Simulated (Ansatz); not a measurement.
# doublet [Br2]+: levels of theory compared

We compute a comparison of 6 runs (U-revPBE/STO-3G, UB3LYP/STO-3G, UBLYP/STO-3G, UCCSDT/STO-3G, UCCSD/STO-3G, UCCSD(T)/STO-3G) of doublet [Br2]+. 

The results are computed with Ansatz 0.2.0.

31 further runs of the same task are left out: 10 that didn't finish, 21 set aside as unsound or not needed.

**1. The structure to begin with**

[Br2]+: 2 atoms, total charge +1, spin state doublet. SMILES of the parent species: `BrBr`. Geometry: relaxed at PBE0-D4/def2-TZVP. That shape belongs to the parent species and isn't relaxed for this state.

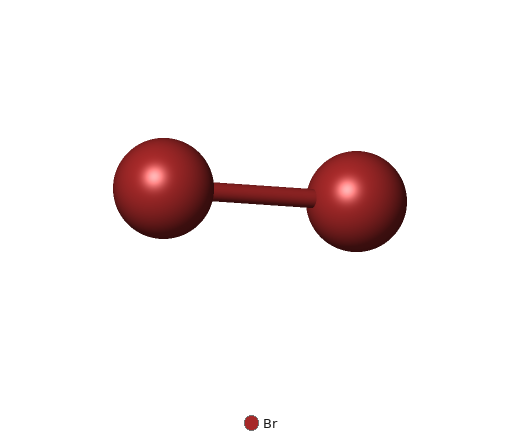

Viewed from a chosen angle; bromine red.

**2. A single-point energy at U-revPBE/STO-3G (run 1)**

Contents of input.yaml:

```yaml
basis:
  gaussian:
    orbitals: STO-3G
crystal:
  periodic: [false, false, false]
  atoms:
    - {symbol: Br, position_ang: [0.972980, -0.325390, 0.498520]}
    - {symbol: Br, position_ang: [-0.972980, 0.325390, -0.498520]}
total_charge: 1
magnetization:
  spin_polarized: true
  initial_magnetization: 1
hamiltonian:
  xc: {name: revPBE}
accuracy: high
```

On the command line:

```
$ ansatz run input.yaml --threads 1 --pin off --max-ram 3480MiB --events-out events.jsonl --progress --plain --runs-dir runs
```

What it wrote:

```text
Warning: RAYON_NUM_THREADS=1 ignored (pool sized by the plan → 1); use --threads N
Functional definition: revPBE
  name "revPBE"
  parameter kappa = 1.245
  parameter beta = 0.06672455060314922
  exchange = pbe_x(kappa = kappa, mu = beta*pi^2/3)
  correlation = pbe_c(beta = beta)
437 factors; integrals over basis functions are off by at most 9.3e-9 eV
mean field evaluation 1: about -138539.6354 eV, gradient 1.3e0 eV
mean field evaluation 2: about -138539.6560 eV, gradient 5.0e-1 eV
mean field evaluation 4: about -138539.6504 eV, gradient 4.6e-2 eV
mean field evaluation 8: about -138539.6505 eV, gradient 3.1e-2 eV
mean field evaluation 16: about -138539.6504 eV, gradient 3.2e-2 eV
mean field -138539.65046037 eV, -5091.2382488709 hartree, gradient 5.5e-9 eV, S^2 0.750035; 1 other end points of the search recorded, 0 dependent functions left out
reference -138539.65046178 eV, -5091.2382489225 hartree; 35, 34 occupied and 1, 2 virtual orbitals, 437 factors
Total energy: -138539.65046178 eV, -5091.2382489225 hartree
```

It took 2.5 s on 1 thread of Arm Neoverse V2, shared host; peak memory 0.12 GiB.

**3. The energy at UB3LYP/STO-3G (run 2)**

Contents of run.yaml:

```yaml
crystal:
  periodic: [false, false, false]
  atoms:
    - {symbol: Br, position_ang: [0.972980, -0.325390, 0.498520]}
    - {symbol: Br, position_ang: [-0.972980, 0.325390, -0.498520]}
basis:
  gaussian: {orbitals: STO-3G}
total_charge: 1
magnetization: {spin_polarized: true, initial_magnetization: 1}
hamiltonian: {xc: {name: B3LYP}}
accuracy: high
```

On the command line:

```
$ ansatz run run.yaml --threads 1 --pin off --max-ram 3480MiB --events-out events.jsonl --progress --plain --runs-dir runs
```

What it wrote:

```text
Warning: RAYON_NUM_THREADS=1 ignored (pool sized by the plan → 1); use --threads N
Functional definition: B3LYP
  name "B3LYP"
  parameter a0 = 0.2
  parameter ax = 0.72
  parameter ac = 0.81
  exchange = (1 - a0 - ax)*slater_x + ax*b88_x + a0*exact_x
  correlation = (1 - ac)*vwn_rpa_c + ac*lyp_c
437 factors; integrals over basis functions are off by at most 9.3e-9 eV
mean field evaluation 1: about -138551.1935 eV, gradient 1.7e0 eV
mean field evaluation 2: about -138551.2316 eV, gradient 3.4e-1 eV
mean field evaluation 4: about -138551.2408 eV, gradient 4.5e-2 eV
mean field evaluation 8: about -138551.2408 eV, gradient 3.0e-4 eV
mean field evaluation 16: about -138551.2408 eV, gradient 1.4e-1 eV
mean field -138551.24083643 eV, -5091.6641873349 hartree, gradient 8.3e-10 eV, S^2 0.750074; 1 other end points of the search recorded, 0 dependent functions left out
reference -138551.24085694 eV, -5091.6641880883 hartree; 35, 34 occupied and 1, 2 virtual orbitals, 437 factors
Total energy: -138551.24085694 eV, -5091.6641880883 hartree
```

Run time: 2.8 s. Hardware: 1 thread of Arm Neoverse V2, shared host; peak memory 0.15 GiB.

Run 3 isn't shown in full; the table further down has it.

**4. The energy at UCCSDT/STO-3G (run 4)**

Contents of in.yaml:

```yaml
crystal:
  periodic: [false, false, false]
  atoms:
    - symbol: Br
      position_ang: [0.972980, -0.325390, 0.498520]
    - symbol: Br
      position_ang: [-0.972980, 0.325390, -0.498520]
basis:
  gaussian: {orbitals: STO-3G}
correlation: {method: ccsdt, frozen_orbitals: {Br: 9}}
scf: {omitted_lower_state_checks: [cluster_reference, increment]}
total_charge: 1
magnetization: {spin_polarized: true, initial_magnetization: 1}
accuracy: high
```

On the command line:

```
$ ansatz run in.yaml --threads 1 --pin off --max-ram 3480MiB --events-out events.jsonl --progress --plain --runs-dir runs
```

What it wrote:

```text
Warning: RAYON_NUM_THREADS=1 ignored (pool sized by the plan → 1); use --threads N
[... 14 lines left out ...]
18 core orbitals not correlated: weight in the atoms' cores, before any rotation towards them, 1.000 or more for the frozen orbitals, at most 0.000 for the correlated occupied ones
[... 30 lines left out ...]
Total energy: -138480.67578674 eV, -5089.0709695894 hartree
Checks for a lower state left out: cluster_reference, increment
```

Wall time 2.1 s (1 thread of Arm Neoverse V2, shared host); peak memory 0.11 GiB.

Run 5 isn't shown in full; the table further down has it.

**5. A single-point energy at UCCSD(T)/STO-3G (run 6)**

Contents of job.yaml:

```yaml
crystal:
  periodic: [false, false, false]
  atoms:
    - {symbol: Br, position_ang: [0.972980, -0.325390, 0.498520]}
    - {symbol: Br, position_ang: [-0.972980, 0.325390, -0.498520]}
basis:
  gaussian:
    orbitals: STO-3G
total_charge: 1
magnetization:
  spin_polarized: true
  initial_magnetization: 1
correlation:
  method: ccsd_t
  frozen_orbitals: {Br: 9}
accuracy: high
scf:
  omitted_lower_state_checks: [cluster_reference, increment]
```

On the command line:

```
$ ansatz run job.yaml --threads 1 --pin off --max-ram 3480MiB --events-out events.jsonl --progress --plain --runs-dir runs
```

What it wrote (excerpt; [...] marks lines left out):

```text
Warning: RAYON_NUM_THREADS=1 ignored (pool sized by the plan → 1); use --threads N
Functional definition: HF
  name "HF"
[...]
437 factors; integrals over basis functions are off by at most 9.3e-9 eV
[...]
mean field -138479.34913668 eV, -5089.0222160989 hartree, gradient 6.7e-8 eV, S^2 0.761564; 11 other end points of the search recorded, 0 dependent functions left out
18 core orbitals not correlated: weight in the atoms' cores, before any rotation towards them, 1.000 or more for the frozen orbitals, at most 0.000 for the correlated occupied ones
reference -138479.34913668 eV, -5089.0222160989 hartree; 17, 16 occupied and 1, 2 virtual orbitals, 437 factors
second order -0.69146978 eV of doubles, -0.00000000 eV of singles
cycle   1  -0.87846866 eV  change   -1.9e-1 eV  update   7.5e-2
[...]
cycle  21  -1.29895744 eV  change   -2.2e-9 eV  update   1.3e-9
perturbative correction -0.00972317 eV, -0.0003573198 hartree
Total energy: -138480.65781729 eV, -5089.0703092241 hartree
Checks for a lower state left out: cluster_reference, increment
```

Run time: 1.7 s. Hardware: 1 thread of Arm Neoverse V2, shared host; peak memory 0.1 GiB.

**6. The series**

```
run            level  frozen core orbitals   energy (Eh)   ⟨S²⟩  wall time
  1  U-revPBE/STO-3G                     –  -5091.238249  0.750      2.5 s
  2    UB3LYP/STO-3G                     –  -5091.664188  0.750      2.8 s
  3     UBLYP/STO-3G                     –  -5091.460175  0.750      2.6 s
  4    UCCSDT/STO-3G                    18  -5089.070970  0.762      2.1 s
  5     UCCSD/STO-3G                    18  -5089.069952  0.762      1.7 s
  6  UCCSD(T)/STO-3G                    18  -5089.070309  0.762      1.7 s
```

**7. Outcome**

| quantity | value |
| --- | --- |
| run 6: total energy | -5089.07031 Eh |
| run 6: correlation energy (18 core orbitals frozen) | -48.1 mEh |
| run 6: (T) correction | -0.36 mEh |
| run 6: ⟨S²⟩ of the reference determinant | 0.762 |
| run 6: T1 diagnostic | 0.050 |

In words: Totals of different functionals can't be ranked against each other. In runs 1, 2, 3, 4, 5, 6 the basis is minimal, so the values are rough. All runs together took 13 s, the longest 2.8 s.
